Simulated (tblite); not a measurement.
## Nudged elastic band, with input and output: C3H2F2N2OS

System: C3H2F2N2OS, SMILES FC(F)Oc1ncns1.
Method: GFN2-xTB climbing-image nudged elastic band, gas phase (tblite 0.8.0).

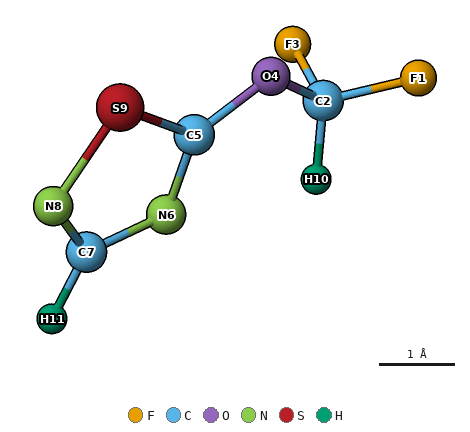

Fig. 1: The structure as given in the input (ball-and-stick view, seen at a tilt; atoms are numbered from 1 in the order of the input). Bond lengths as drawn: C–F 1.34 Å, C–H 1.07 to 1.10 Å, C–N 1.29 to 1.35 Å, C–O 1.34 to 1.37 Å, C–S 1.74 Å and N–S 1.63 Å.

**Results in brief**

```json
{"quantity": "outcome", "value": "converged"}
{"quantity": "forward barrier", "value": "0.256 eV"}
{"quantity": "hardware", "value": "1 CPU thread, shared host"}
{"quantity": "wall time", "value": "1.2 s"}
{"quantity": "peak memory", "value": "0.19 GiB"}
```

**Input file**
```
{"job": {"xc": "GFN2-xTB", "basis": "xTB", "kind": "neb"}, "charge": 0, "multiplicity": 1}
F     -3.085183    -0.232552     0.237424
C     -1.815376    -0.332709     0.639581
F     -1.834598    -0.316073     1.983953
O     -1.133061     0.761196     0.166599
C      0.146269     0.572538    -0.185696
N      0.797936    -0.543707    -0.183258
C      2.054628    -0.309388    -0.618945
N      2.385760     0.901074    -0.945651
S      1.119103     1.911919    -0.734774
H     -1.387555    -1.291552     0.303684
H      2.757500    -1.118076    -0.688880
```

The first line tells a small driver script what to run in tblite; the rest is the geometry in Å.

Launched with:
```bash
OMP_NUM_THREADS=1 python <driver script> task.json out
```

**Output**
```
image   E - E0 / eV
  0       0.0000
  1       0.0861
  2       0.2163
  3       0.2564
  4       0.2320
  5       0.1861
  6       0.1608
```
